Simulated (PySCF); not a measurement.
C6H11N (SMILES C#CCCNCC)

Input file:

```
{"job": {"kind": "nmr", "xc": "PBE0", "basis": "pcSseg-1", "pop": false}, "charge": 0, "multiplicity": 1}
C      3.786500    -1.093400     1.189400
C      2.968300    -0.391900     0.647700
C      1.734900     0.315900     0.255900
C      0.503000    -0.660200     0.098900
N     -0.547600     0.121900    -0.518600
C     -1.665900    -0.604200    -1.004500
C     -2.902200     0.197600    -1.220500
H      4.737200    -1.553000     1.493900
H      1.823900     0.909900    -0.702600
H      1.548400     1.052600     1.034800
H      0.893000    -1.469300    -0.551200
H      0.050700    -1.166300     0.975100
H     -0.908600     0.725900     0.214100
H     -1.859700    -1.457300    -0.357700
H     -1.432700    -1.077600    -2.006600
H     -3.717700    -0.349700    -1.609100
H     -3.204500     0.690700    -0.229400
H     -2.611200     1.002900    -1.881400
```

Command:

```sh
OMP_NUM_THREADS=1 python probes_run.py task.json out
```

Geometry: GFN2-xTB, MD frame at 250 fs, 300 K.

The calculation used PBE0/pcSseg-1, SCF density, gas phase, non-relativistic in PySCF 2.14.0.

### What can the converged electron density and electron localisation function tell about the bonding?

C–N (1.42 Å): ρ at the midpoint is about 2.1 e/Å³; the ELF peaks at about 0.95 between the atoms: a shared electron pair.
C–H (1.06 Å): ρ at the midpoint is about 2.1 e/Å³; the ELF climbs to about 1 towards the hydrogen, as it does in any bond to H (a covalent bond by its length).

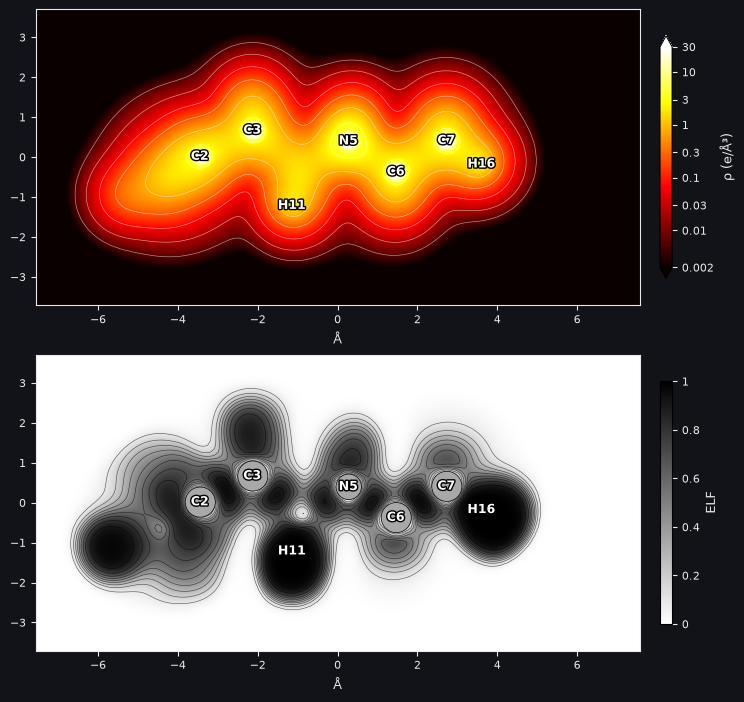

Computed electron density and electron localisation function on the plane of atoms C6, C7 and H16, in this order. Grey discs cover the atomic cores in the ELF map. 
